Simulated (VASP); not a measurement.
# KZnF3 with optPBE-vdW: from relaxation to properties, part 3 of 5

Aim: relax KZnF3, then compute properties on the relaxed cell. The start is a cell from a database of measured crystal structures.

VASP 6.6.1, plane waves and PAW; the level of theory is named at each step.

So far, gap on the k-mesh (eV): step 2 (full relaxation (optPBE-vdW)) 3.99; step 3 (second relaxation) 3.98. The relaxed cell has a = 4.123 Å (conventional setting).

## 5. Band structure (optPBE-vdW)

Level of this step: optPBE-vdW; plane waves and PAW (Zn, K_sv, F) (VASP).

Levels along the symmetry lines show where the bands peak and cross; KPOINTS_OPT computes them in the converged potential.

Input file INCAR:

```
SYSTEM = KZnF3
PREC = Accurate
ENCUT = 520
EDIFF = 1E-06
NELM = 100
ISMEAR = -1
SIGMA = 0.05
LREAL = .FALSE.
ALGO = Normal
GGA = OR
AGGAC = 0
LUSE_VDW = .TRUE.
LASPH = .TRUE.
NBANDS = 36
LORBIT = 11
LWAVE = .FALSE.
LCHARG = .FALSE.
KPAR = 2
```

Input file POSCAR:

```
KZnF3
1.0
    4.1227077738      0.0000000000      0.0000000000
    0.0000000000      4.1227077738      0.0000000000
    0.0000000000      0.0000000000      4.1227077738
Zn K F
1 1 3
Direct
    0.5000000000      0.5000000000      0.5000000000
    0.0000000000      0.0000000000      0.0000000000
    0.5000000000      0.0000000000      0.5000000000
    0.0000000000      0.5000000000      0.5000000000
    0.5000000000      0.5000000000      0.0000000000
```

Input file KPOINTS:

```
Automatic mesh
0
Gamma
5 5 5
0 0 0
```

Input file KPOINTS_OPT:

```
Line mode
16
Line-mode
Reciprocal
  0.00000000   0.00000000   0.00000000 GAMMA
  0.00000000   0.50000000   0.00000000 X

  0.00000000   0.50000000   0.00000000 X
  0.50000000   0.50000000   0.00000000 M

  0.50000000   0.50000000   0.00000000 M
  0.00000000   0.00000000   0.00000000 GAMMA

  0.00000000   0.00000000   0.00000000 GAMMA
  0.50000000   0.50000000   0.50000000 R

  0.50000000   0.50000000   0.50000000 R
  0.00000000   0.50000000   0.00000000 X

  0.50000000   0.50000000   0.00000000 M
  0.50000000   0.50000000   0.50000000 R
```

PAW data sets: Zn, K_sv and F (PBE family, release 64).

On the command line:

```sh
$ mpirun -np 2 vasp_std
```

The log of the run:

```text
[... set-up lines as in an earlier step ...]
 entering main loop
       N       E                     dE             d eps       ncg     rms          rms(c)
DAV:   1     0.425570093614E+03    0.42557E+03   -0.21069E+04   728   0.139E+03
DAV:   2     0.293938092439E+02   -0.39618E+03   -0.36386E+03   744   0.380E+02
DAV:   3    -0.107833003768E+02   -0.40177E+02   -0.39597E+02   840   0.121E+02
DAV:   4    -0.118645776261E+02   -0.10813E+01   -0.10773E+01   984   0.185E+01
DAV:   5    -0.118757112143E+02   -0.11134E-01   -0.11128E-01   888   0.167E+00    0.112E+01
DAV:   6    -0.934394169060E+01    0.25318E+01   -0.53887E+00   968   0.287E+01    0.660E+00
DAV:   7    -0.938075190708E+01   -0.36810E-01   -0.11008E+00   776   0.588E+00    0.400E+00
DAV:   8    -0.936379386420E+01    0.16958E-01   -0.20297E-01   804   0.419E+00    0.803E-01
DAV:   9    -0.935031147216E+01    0.13482E-01   -0.39084E-02  1044   0.491E+00    0.125E-01
DAV:  10    -0.935144740518E+01   -0.11359E-02   -0.72510E-03   760   0.475E-01    0.100E-01
DAV:  11    -0.935157772951E+01   -0.13032E-03   -0.28826E-04   832   0.138E-01    0.345E-02
DAV:  12    -0.935159611850E+01   -0.18389E-04   -0.41802E-05   844   0.715E-02    0.160E-02
DAV:  13    -0.935159177886E+01    0.43396E-05   -0.15990E-05  1000   0.707E-02    0.201E-03
DAV:  14    -0.935159222727E+01   -0.44841E-06   -0.48209E-06   744   0.189E-02
   1 F= -.93515922E+01 E0= -.93515922E+01  d E =-.525985E-10
 Start KPOINTS_OPT (optional k-point list driver)
k-point batch [1-10\96]
       N       E                     dE             ncg
DAV:   1     0.590268539172E+03   -0.19372E+04      720
DAV:   2    -0.332393941801E+04   -0.39142E+04      740
DAV:   3    -0.374502997159E+04   -0.42109E+03      876
DAV:   4    -0.375638763690E+04   -0.11358E+02      920
DAV:   5    -0.375658887988E+04   -0.20124E+00      928
DAV:   6    -0.375659798241E+04   -0.91025E-02     1036
DAV:   7    -0.375659802172E+04   -0.39306E-04      936
DAV:   8    -0.375659802206E+04   -0.34379E-06      676
[...]
k-point batch [91-96\96]
       N       E                     dE             ncg
DAV:   1     0.597215887201E+04   -0.90871E+04      432
DAV:   2     0.360544787327E+04   -0.23667E+04      464
DAV:   3     0.335635277411E+04   -0.24910E+03      484
DAV:   4     0.334973245347E+04   -0.66203E+01      576
DAV:   5     0.334960380399E+04   -0.12865E+00      480
DAV:   6     0.334959649548E+04   -0.73085E-02      608
DAV:   7     0.334959647516E+04   -0.20325E-04      484
DAV:   8     0.334959647495E+04   -0.20670E-06      392
```

It took 3.9 min on 2 MPI ranks of AMD EPYC 7R43, shared host; peak memory 0.71 GiB.

Parts of OUTCAR (step 5):

```text
   k-points           NKPTS =     10   k-points in BZ     NKDIM =     10   number of bands    NBANDS=     36

   NELECT =      42.0000    total number of electrons

 E-fermi :  -0.4712

 k-point     1 :       0.0000    0.0000    0.0000
  band No.  band energies     occupation
    ...
     17      -3.1711      2.00000
     18      -3.1711      2.00000
     19      -2.9932      2.00000
     20      -2.9932      2.00000
     21      -2.9932      2.00000
     22       2.3343      0.00000
     23       7.4998      0.00000
     24       7.4998      0.00000
     25       7.8656      0.00000
     26       9.7712      0.00000
    ...

Total vdW correction in eV:      9.3246694

  Total       -0.0043713     -0.0043713     -0.0043713     -0.0000000     -0.0000000     -0.0000000
  in kB       -0.0999484     -0.0999484     -0.0999484     -0.0000000     -0.0000000     -0.0000000
  external PRESSURE =      -0.0999484 kB  Pullay stress =       0.0000000 kB

  FREE ENERGIE OF THE ION-ELECTRON SYSTEM (eV)
  ---------------------------------------------------
  free  energy   TOTEN  =        -9.3515922273 eV

  energy  without entropy=       -9.3515922272  energy(sigma->0) =       -9.35159223

Total vdW correction in eV:      9.3247035

[... 9 parts as in an earlier step ...]

[... 8 further parts left out ...]
```

Numbers from this step:

| Property | Result |
| --- | --- |
| SCF cycles | 14 |
| bands | 36 |
| Fermi energy | -0.4712 eV |
| pressure | -0.009995 GPa |
| least gap on mesh and path | 3.789 eV |
| least direct gap on mesh and path | 5.327 eV |
| valence top at k | 0.5, 0.5, 0.5 |

Electronic bands along the path, in eV, zero at the valence-band top; v1 is the highest filled band, c1 the lowest empty one:

| point | v4 | v3 | v2 | v1 | c1 | c2 | c3 | c4 |
| --- | --- | --- | --- | --- | --- | --- | --- | --- |
| Γ | -1.72 | -1.54 | -1.54 | -1.54 | 3.79 | 8.95 | 8.95 | 9.32 |
| X | -1.69 | -1.54 | -1.48 | -1.48 | 6.39 | 8.35 | 9.84 | 11.19 |
| M | -1.56 | -1.56 | -1.21 | 0.00 | 7.88 | 10.13 | 10.13 | 10.20 |
| Γ | -1.72 | -1.54 | -1.54 | -1.54 | 3.79 | 8.95 | 8.95 | 9.32 |
| R | -1.19 | -1.19 | 0.00 | 0.00 | 8.63 | 8.63 | 8.63 | 9.85 |
| X | -1.69 | -1.54 | -1.48 | -1.48 | 6.39 | 8.35 | 9.84 | 11.19 |
| jump to M | -1.56 | -1.56 | -1.21 | 0.00 | 7.88 | 10.13 | 10.13 | 10.20 |
| R | -1.19 | -1.19 | 0.00 | 0.00 | 8.63 | 8.63 | 8.63 | 9.85 |

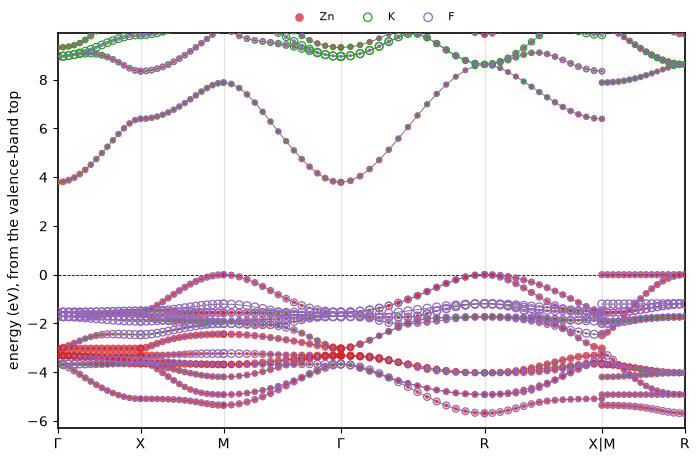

Electronic bands along the path; dots are coloured as in the legend, and their area grows with the weight.

The path lowers the gap by 0.19 eV against the mesh alone, so a band edge lies off the mesh.

On this path the gap is indirect, 3.79 eV, with the valence top at R and the conduction bottom at Γ. The least direct gap is 5.33 eV.

## 6. Density of states (optPBE-vdW)

Here the states are counted by energy and projected on the atoms. The mesh is finer than in the run before.

INCAR, as its differences from that of step 5:

```diff
@@ -5,3 +5,3 @@
 NELM = 100
-ISMEAR = -1
+ISMEAR = -5
 SIGMA = 0.05
@@ -18 +18,2 @@
 KPAR = 2
+NEDOS = 2001
```

POSCAR is that of step 5.

Input file KPOINTS:

```
Automatic mesh
0
Gamma
7 7 7
0 0 0
```

On the command line:

```sh
$ mpirun -np 2 vasp_std
```

The log of the run:

```text
[... set-up lines as in an earlier step ...]
 entering main loop
       N       E                     dE             d eps       ncg     rms          rms(c)
DAV:   1     0.446652764612E+03    0.44665E+03   -0.21171E+04  1440   0.141E+03
DAV:   2     0.331225771360E+02   -0.41353E+03   -0.38210E+03  1484   0.387E+02
DAV:   3    -0.106857095042E+02   -0.43808E+02   -0.43188E+02  1700   0.125E+02
DAV:   4    -0.118606061771E+02   -0.11749E+01   -0.11705E+01  1988   0.194E+01
DAV:   5    -0.118755805953E+02   -0.14974E-01   -0.14968E-01  1684   0.204E+00    0.112E+01
DAV:   6    -0.934284481384E+01    0.25327E+01   -0.53706E+00  1928   0.288E+01    0.661E+00
DAV:   7    -0.938098546229E+01   -0.38141E-01   -0.11126E+00  1540   0.590E+00    0.400E+00
DAV:   8    -0.936419208941E+01    0.16793E-01   -0.20518E-01  1608   0.429E+00    0.806E-01
DAV:   9    -0.935046240996E+01    0.13730E-01   -0.39586E-02  2120   0.501E+00    0.124E-01
DAV:  10    -0.935161481370E+01   -0.11524E-02   -0.72849E-03  1524   0.477E-01    0.101E-01
DAV:  11    -0.935174363630E+01   -0.12882E-03   -0.28275E-04  1680   0.147E-01    0.343E-02
DAV:  12    -0.935176177096E+01   -0.18135E-04   -0.40046E-05  1652   0.654E-02    0.148E-02
DAV:  13    -0.935175806016E+01    0.37108E-05   -0.13777E-05  2056   0.736E-02    0.224E-03
DAV:  14    -0.935175847168E+01   -0.41152E-06   -0.46507E-06  1516   0.188E-02
   1 F= -.93517585E+01 E0= -.93517585E+01  d E =0.000000E+00
```

The job ended after 2.6 min (2 MPI ranks; peak memory 0.74 GiB).

OUTCAR, selected parts (step 6):

```text
   k-points           NKPTS =     20   k-points in BZ     NKDIM =     20   number of bands    NBANDS=     36

   NELECT =      42.0000    total number of electrons

 E-fermi :  -1.5395

 k-point     1 :       0.0000    0.0000    0.0000
  band No.  band energies     occupation
    ...
     17      -3.1711      2.00000
     18      -3.1711      2.00000
     19      -2.9933      2.00000
     20      -2.9933      2.00000
     21      -2.9933      2.00000
     22       2.3342      0.00000
     23       7.4998      0.00000
     24       7.4998      0.00000
     25       7.8656      0.00000
     26       9.7712      0.00000
    ...

Total vdW correction in eV:      9.3246745

  Total       -0.0027663     -0.0027663     -0.0027663     -0.0000000     -0.0000000      0.0000000
  in kB       -0.0632507     -0.0632507     -0.0632507     -0.0000000     -0.0000000      0.0000000
  external PRESSURE =      -0.0632507 kB  Pullay stress =       0.0000000 kB

  FREE ENERGIE OF THE ION-ELECTRON SYSTEM (eV)
  ---------------------------------------------------
  free  energy   TOTEN  =        -9.3517584717 eV

  energy  without entropy=       -9.3517584717  energy(sigma->0) =       -9.35175847

Total vdW correction in eV:      9.3246958

[... 8 parts as in an earlier step ...]

[... 9 further parts left out ...]
```

This step gave:

- irreducible k-points: 20
- Fermi energy: -1.540 eV
- pressure: -0.006325 GPa
- valence top at k: 0.4286, 0.4286, 0
- gap on the k-mesh: 3.891 eV

The density of states has structure finer than the step of the table below, so its rows give means over 1 eV, whole bins alone (the curve runs from -12.0 to 11.9 eV). Peaks (eV: height): total -10.3: 51.3, -3.6: 15.4, -1.7: 25.6, -1.4: 20.0; F p -4.8: 2.98, -3.9: 3.35, -1.7: 15.1, -1.4: 13.8; Zn d -4.8: 4.99, -3.6: 10.1, -1.7: 5.32, -1.4: 2.42; K p -10.3: 46.6; K d 10.7: 2.41, 11.3: 5.98, 11.6: 4.73, 11.8: 4.27.

States under -12.0 eV and over 11.9 eV are left out; flat bands give spikes narrower than the energy grid, so sums over such rows miss the true count of states. The density of states by energy, zero at the valence-band top; means over each step; values in states/eV/cell:

| energy (eV) | total | F p | Zn d | K p | K d |
| --- | --- | --- | --- | --- | --- |
| -11 | 0 | 0 | 0 | 0 | 0 |
| -10 | 7.06 | 0.0198 | 0.00191 | 6.45 | 1.1e-5 |
| -9 | 0 | 0 | 0 | 0 | 0 |
| -8 | 0 | 0 | 0 | 0 | 0 |
| -7 | 0 | 0 | 0 | 0 | 0 |
| -6 | 0 | 0 | 0 | 0 | 0 |
| -5 | 3.08 | 1.20 | 1.17 | 0.00183 | 5.2e-4 |
| -4 | 6.74 | 1.94 | 3.69 | 0.0260 | 0.00277 |
| -3 | 2.68 | 0.528 | 1.85 | 0.00329 | 9.2e-4 |
| -2 | 8.02 | 4.55 | 1.79 | 0.0475 | 0.00915 |
| -1 | 6.15 | 4.15 | 0.917 | 0.00974 | 0.00547 |
| 0 | 1.09 | 0.553 | 0.439 | 0 | 0 |
| 1 | 0 | 0 | 0 | 0 | 0 |
| 2 | 0 | 0 | 0 | 0 | 0 |
| 3 | 0 | 0 | 0 | 0 | 0 |
| 4 | 0.0321 | 0.00166 | 1.4e-5 | 8.9e-5 | 0 |
| 5 | 0.214 | 0.0227 | 5.8e-4 | 0.00149 | 2.0e-4 |
| 6 | 0.505 | 0.0846 | 0.00377 | 0.00594 | 0.00224 |
| 7 | 0.804 | 0.165 | 0.00671 | 0.00994 | 0.0149 |
| 8 | 0.454 | 0.0915 | 0.00268 | 0.00365 | 0.0278 |
| 9 | 1.68 | 0.158 | 0.00341 | 0.0172 | 0.315 |
| 10 | 2.63 | 0.208 | 0.00478 | 0.0426 | 0.718 |
| 11 | 4.62 | 0.424 | 0.0230 | 0.0345 | 2.01 |

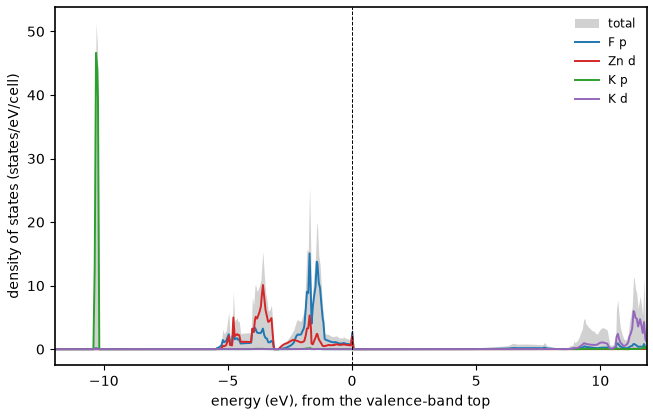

Density of states, plotted against energy.

The gap on this mesh is 3.89 eV, over the 3.79 eV of the band run, since this mesh misses a band edge. In the top eV of the valence band the largest shares in the PAW spheres are F p 53 % and Zn d 36 %. The rest lies in smaller channels or between the spheres.

[end of part 3 of 5]

[Lines on the potential files, build, host, timing and source positions are cut from VASP's logs without a mark.]

[Logs are printed without paths, hosts, clocks, repeated set-up lines and the standing remarks that a program may print on its own settings, such as how far it seeks lower states.]

[Hosts, paths, dates, database ids (printed as entryN), source tags and the programs' standing remarks are cut or masked in the printed files.]

[A measured line is paired with the nearest computed mode of its activity, which favours agreement.]
